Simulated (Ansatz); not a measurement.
# triplet AlClF2: levels of theory compared

Aim: a comparison of 6 runs (UHF/3-21G, UHF/def2-SVPD, U-r2SCAN0/def2-SVPD, U-revPBE/def2-SVPD, UBCCD(T)/def2-SVPD, UCCSD/def2-SVPD) of triplet AlClF2. 

Program for the calculation: Ansatz 0.2.0.

46 further runs of the same task are left out: 46 set aside as unsound or not needed.

### Step 1. The molecule

AlClF2 has 4 atoms, charge 0, and is taken as a triplet. SMILES of the parent species: `[F][Al]([F])[Cl]`. Geometry: relaxed at PBE0-D4/def2-TZVP. That shape belongs to the parent species and isn't relaxed for this state.

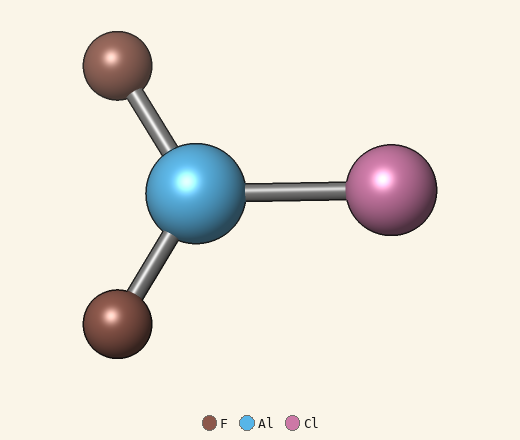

The structure, seen from a chosen angle (fluorine brown, aluminium blue, chlorine pink).

### Step 2. A single-point energy at UHF/3-21G (run 1)

in.yaml

```yaml
crystal:
  periodic: [false, false, false]
  atoms:
    - symbol: F
      position_ang: [0.997200, 0.721760, 1.149640]
    - symbol: Al
      position_ang: [0.069280, -0.050750, 0.053570]
    - symbol: F
      position_ang: [0.273490, -1.653820, -0.164660]
    - symbol: Cl
      position_ang: [-1.339980, 0.982810, -1.038560]
basis:
  gaussian:
    orbitals: 3-21G.json
magnetization:
  spin_polarized: true
  initial_magnetization: 2
hamiltonian:
  xc: hf
accuracy: high
output: {orbitals: {seedname: orbitals}}
```

The basis set 3-21G is read from a file made from the Basis Set Exchange's data (not shown).

The run is started by

```bash
$ ansatz run in.yaml --threads 1 --pin off --max-ram 3480MiB --events-out events.jsonl --progress --plain --runs-dir runs
```

Output:

```text
Warning: RAYON_NUM_THREADS=1 ignored (pool sized by the plan → 1); use --threads N
Functional definition: HF
  name "HF"
  exchange = exact_x
  correlation = 0
884 factors; integrals over basis functions are off by at most 3.7e-9 eV
mean field evaluation 1: about -24367.9974 eV, gradient 2.9e1 eV
mean field evaluation 2: about -24368.0139 eV, gradient 2.9e1 eV
mean field evaluation 4: about -24371.6525 eV, gradient 1.8e0 eV
mean field evaluation 8: about -24371.7311 eV, gradient 9.0e-2 eV
mean field evaluation 16: about -24371.5393 eV, gradient 3.7e0 eV
mean field evaluation 32: about -24371.6661 eV, gradient 1.2e0 eV
mean field evaluation 64: about -24370.6635 eV, gradient 3.1e-1 eV
mean field evaluation 96: about -24370.2582 eV, gradient 2.2e0 eV
mean field evaluation 128: about -24370.3333 eV, gradient 6.6e0 eV
mean field evaluation 160: about -24369.3274 eV, gradient 5.2e0 eV
mean field evaluation 192: about -24368.9113 eV, gradient 3.7e0 eV
mean field -24371.73127188 eV, -895.6446044886 hartree, gradient 7.6e-8 eV, S^2 2.004210; 2 other end points of the search recorded, 0 dependent functions left out
reference -24371.73127188 eV, -895.6446044886 hartree; 25, 23 occupied and 19, 21 virtual orbitals, 884 factors
Total energy: -24371.73127188 eV, -895.6446044886 hartree
```

Wall time 1.8 s (1 thread of Arm Neoverse V2, shared host); peak memory 0.12 GiB.

### Step 3. A single-point energy at UHF/def2-SVPD (run 2)

job.yaml

```yaml
basis:
  gaussian: {orbitals: def2-SVPD}
crystal:
  periodic: [false, false, false]
  atoms:
    - {symbol: F, position_ang: [0.997200, 0.721760, 1.149640]}
    - {symbol: Al, position_ang: [0.069280, -0.050750, 0.053570]}
    - {symbol: F, position_ang: [0.273490, -1.653820, -0.164660]}
    - {symbol: Cl, position_ang: [-1.339980, 0.982810, -1.038560]}
magnetization: {spin_polarized: true, initial_magnetization: 2}
hamiltonian: {xc: hf}
accuracy: high
output: {orbitals: {seedname: orbitals}}
```

The run is started by

```bash
$ ansatz run job.yaml --threads 1 --pin off --max-ram 3480MiB --events-out events.jsonl --progress --plain --runs-dir runs
```

Output (excerpt; [...] marks lines left out):

```text
Warning: RAYON_NUM_THREADS=1 ignored (pool sized by the plan → 1); use --threads N
[... 2 set-up lines as earlier in the session ...]
[...]
1804 factors; integrals over basis functions are off by at most 3.3e-9 eV
[...]
mean field -24487.51192392 eV, -899.8994649722 hartree, gradient 8.2e-8 eV, S^2 2.010042; 2 other end points of the search recorded, 0 dependent functions left out
reference -24487.51192392 eV, -899.8994649722 hartree; 25, 23 occupied and 72, 74 virtual orbitals, 1804 factors
Total energy: -24487.51192392 eV, -899.8994649722 hartree
```

Run time: 17 s. Hardware: 1 thread of Arm Neoverse V2, shared host; peak memory 0.47 GiB.

Runs 3 to 5 aren't shown in full; the table further down has their settings and results.

### Step 4. The energy at UCCSD/def2-SVPD (run 6)

input.yaml

```yaml
crystal:
  periodic: [false, false, false]
  atoms:
    - {symbol: F, position_ang: [0.997200, 0.721760, 1.149640]}
    - {symbol: Al, position_ang: [0.069280, -0.050750, 0.053570]}
    - {symbol: F, position_ang: [0.273490, -1.653820, -0.164660]}
    - {symbol: Cl, position_ang: [-1.339980, 0.982810, -1.038560]}
basis:
  gaussian:
    orbitals: def2-SVPD
magnetization:
  spin_polarized: true
  initial_magnetization: 2
correlation:
  method: ccsd
  frozen_orbitals: {Al: 5, Cl: 5, F: 1}
accuracy: high
scf:
  omitted_lower_state_checks: [cluster_reference, increment]
```

The run is started by

```bash
$ ansatz run input.yaml --threads 1 --pin off --max-ram 3480MiB --events-out events.jsonl --progress --plain --runs-dir runs
```

Output (excerpt; [...] marks lines left out):

```text
Warning: RAYON_NUM_THREADS=1 ignored (pool sized by the plan → 1); use --threads N
[... 2 set-up lines as earlier in the session ...]
[...]
1804 factors; integrals over basis functions are off by at most 3.3e-9 eV
[...]
mean field -24487.51192392 eV, -899.8994649722 hartree, gradient 8.2e-8 eV, S^2 2.010042; 9 other end points of the search recorded, 0 dependent functions left out
12 core orbitals not correlated: weight in the atoms' cores, before any rotation towards them, 1.000 or more for the frozen orbitals, at most 0.000 for the correlated occupied ones
reference -24487.51192392 eV, -899.8994649722 hartree; 13, 11 occupied and 72, 74 virtual orbitals, 1804 factors
second order -15.76823857 eV of doubles, -0.00000000 eV of singles
cycle   1  -15.84484341 eV  change   -7.7e-2 eV  update   1.1e-1
[...]
cycle  31  -16.32534388 eV  change  -1.3e-10 eV  update   2.1e-9
Total energy: -24503.83726780 eV, -900.4994102942 hartree
Checks for a lower state left out: cluster_reference, increment
```

Wall time 75 s (1 thread of Arm Neoverse V2, shared host); peak memory 1.1 GiB.

### Step 5. All runs side by side

```csv
run,level,frozen core orbitals,energy (Eh),HOMO energy (eV),⟨S²⟩,wall time
1,UHF/3-21G,–,-895.644604,-5.10,2.004,1.8 s
2,UHF/def2-SVPD,–,-899.899465,-5.10,2.010,17 s
3,U-r2SCAN0/def2-SVPD,–,-901.740614,-3.84,2.007,92 s
4,U-revPBE/def2-SVPD,–,-901.726241,-3.10,2.003,24 s
5,UBCCD(T)/def2-SVPD,12,-900.513872,–,2.010,2.4 min
6,UCCSD/def2-SVPD,12,-900.499410,–,2.010,75 s
```

### Step 6. What came out

| quantity | value |
| --- | --- |
| run 6: total energy | -900.49941 Eh |
| run 6: correlation energy (12 core orbitals frozen) | -599.9 mEh |
| run 6: ⟨S²⟩ of the reference determinant | 2.010 |
| run 6: T1 diagnostic | 0.019 |

**Reading.** Below the UHF energy at the same shape and in the same basis (def2-SVPD): UBCCD(T) -614.4 mEh; UCCSD -599.9 mEh. Totals of different functionals can't be ranked against each other. All runs together took 5.9 min, the longest 2.4 min.
